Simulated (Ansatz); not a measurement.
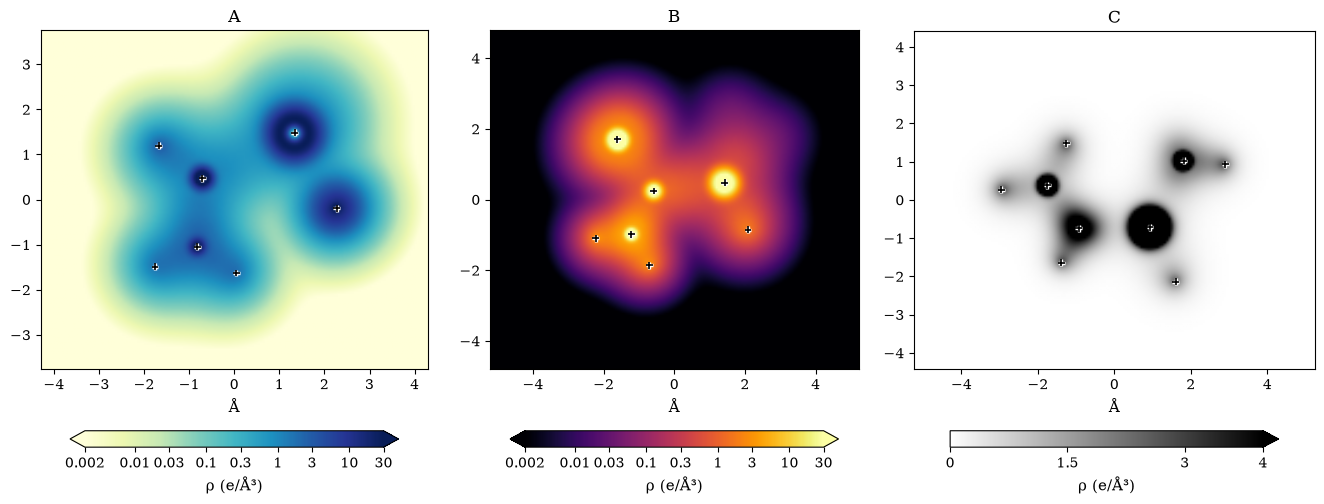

The total electron density of 3 systems, each on a plane through atoms (crosses mark nuclei in the plane).

Theory: Ansatz 0.2.0, RKS PBE0-D4/def2-TZVPP.

System 1: CH7BGaN, the plane of atoms H5, B1 and H6. Geometry: PBE0-D4/def2-TZVP.

```xyz
11

B     0.5561    1.5023    1.1068
N     1.0451    0.2001    0.9793
Ga    0.3612   -1.1099   -0.1562
C    -1.1745   -0.6277   -1.2649
H    -0.3878    1.8390    0.4432
H     1.0692    2.2775    1.8676
H     1.8394   -0.0472    1.5529
H     1.1154   -2.4830   -0.0940
H    -1.9910   -0.2640   -0.6374
H    -0.9032    0.1854   -1.9423
H    -1.5298   -1.4725   -1.8552
```

System 2: CH4BF2Sb (SMILES C[BH][Sb]([F])[F]), the plane of atoms Sb3, B2 and H9. Geometry: PBE0-D4/def2-TZVP; core potentials replace the inner electrons of Sb.

```xyz
9

C    -1.0780   -0.3530    0.4441
B     0.4177   -0.1842    0.7594
Sb    1.9427   -0.0946   -0.9459
F     0.6092   -0.3701   -2.2979
F     1.7713    1.8199   -0.9244
H    -1.3150   -0.8504   -0.4970
H    -1.3959    0.6993    0.3117
H    -1.6827   -0.7442    1.2653
H     0.8190    0.0313    1.8677
```

System 3: CH7BClNSi (SMILES C[SiH2]B(N)Cl), the plane of atoms H11, N4 and H12. Geometry: PBE0-D4/def2-TZVP.

```
atom    x (Å)    y (Å)    z (Å)
   C  -1.6462   0.3361  -1.1145
  Si  -0.4321  -0.7781  -0.2188
   B   0.8297   0.2826   0.9466
   N   2.2055   0.1208   0.9421
  Cl   0.1462   1.5029   2.0514
   H  -1.1246   1.0161  -1.7915
   H  -2.3600  -0.2479  -1.6989
   H  -2.2030   0.9391  -0.3937
   H   0.3485  -1.5873  -1.2052
   H  -1.1784  -1.7453   0.6382
   H   2.8258   0.6490   1.5357
   H   2.6658  -0.5428   0.3427
```

Q: Which map belongs to which system?

A: Panel A is system 2, CH4BF2Sb: the plane holds C, B, Sb, F and H. C–B (1.54 Å): ρ is about 1.5 e/Å³ halfway. Panel B is system 3, CH7BClNSi: the plane holds Si, B, N, Cl and H. B–N (1.39 Å): ρ at the midpoint is about 2 e/Å³. Panel C is system 1, CH7BGaN: the plane holds B, N, Ga, C and H. B–N (1.40 Å): ρ at the midpoint is about 2 e/Å³.
